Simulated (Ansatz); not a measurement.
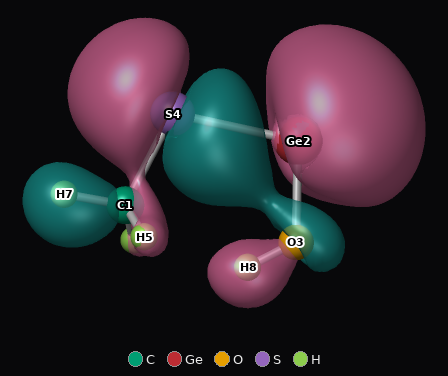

CH₄GeOS. One frontier orbital at ±0.06 Å⁻³ᐟ² (teal and pink are the two phases), seen across its widest extent.

Geometry: PBE0-D4/def2-SVP.

The calculation used isolated molecule in a Gaussian basis; Kohn-Sham density functional theory, functional PBE0 in Ansatz 0.2.0.

```yaml
atoms:
  - { symbol: C, position_ang: [-0.7481, 0.7274, 0.0498] }
  - { symbol: Ge, position_ang: [2.0954, -0.7765, 0.5638] }
  - { symbol: O, position_ang: [1.0321, -1.7300, -0.5093] }
  - { symbol: S, position_ang: [0.7888, 1.0291, 0.9707] }
  - { symbol: H, position_ang: [-1.2577, -0.1839, 0.3979] }
  - { symbol: H, position_ang: [-0.5669, 0.6683, -1.0341] }
  - { symbol: H, position_ang: [-1.4158, 1.5797, 0.2352] }
  - { symbol: H, position_ang: [0.1642, -1.3712, -0.7297] }
```

Which orbital is it: HOMO or LUMO?

Answer. The HOMO, at −7.20 eV. By Hirshfeld shares it lies mainly on Ge2 (about 55 %) and S4 (about 35 %).
